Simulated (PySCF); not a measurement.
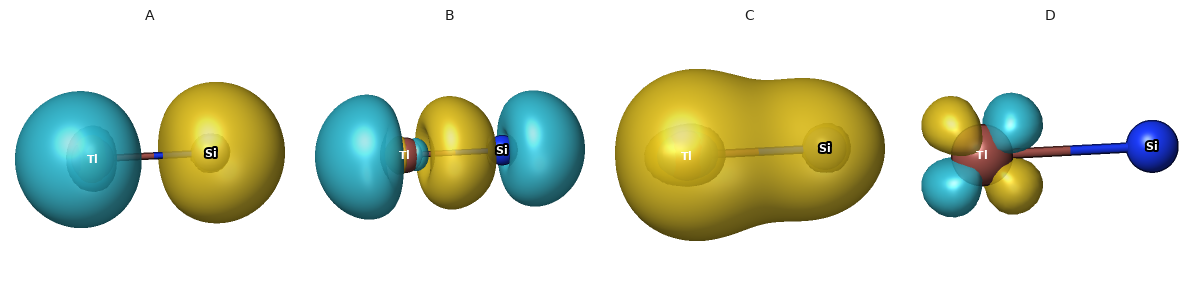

Figure. TlSi (quartet). Four frontier β-spin orbitals, each drawn at the value that holds 80 % of its norm (yellow and cyan are the two phases), in no order; of a degenerate pair one member is drawn.

Core potentials replace the inner electrons of Tl.

All numbers below come from PySCF, PBE0/def2-SVP, non-relativistic Hamiltonian with scalar-relativistic core potentials where named, at a bond length of 2.689 Å.

Label each orbital by symmetry, say whether it is occupied, and order them by energy.

Orbital D: π, occupied in this spin, −17.91 eV; almost wholly on Tl.
Orbital C: σ, occupied in this spin, −11.64 eV; shared between the atoms (Tl 60 %, Si 40 %).
Orbital A: σ, occupied in this spin, −8.75 eV; shared between the atoms (Tl 40 %, Si 60 %).
Orbital B: σ, empty in this spin, −2.49 eV; shared between the atoms (Tl 45 %, Si 55 %).
